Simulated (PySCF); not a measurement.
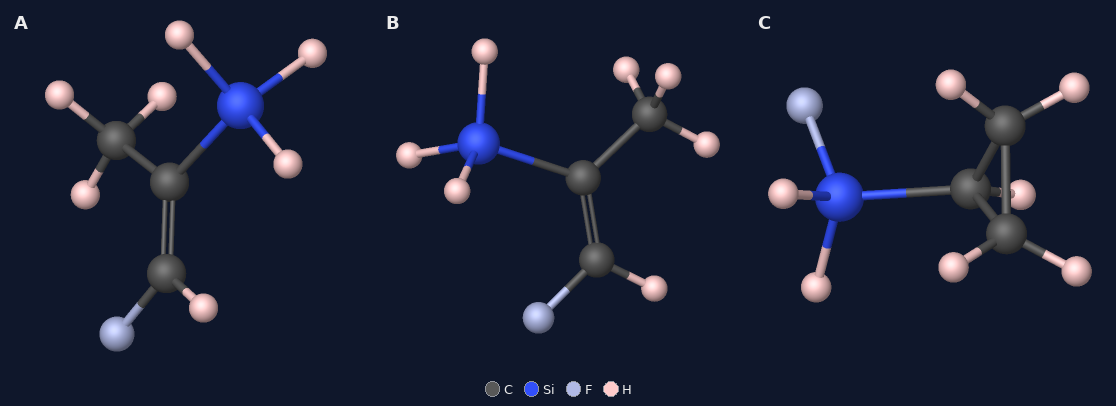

Simulated data, not a measurement (program: PySCF).

Q: Match each picture to its SMILES.
(1) F[SiH2]C1CC1
(2) C/C([SiH3])=C\F
(3) C/C([SiH3])=C/F

A: A is (2), B is (3), C is (1).
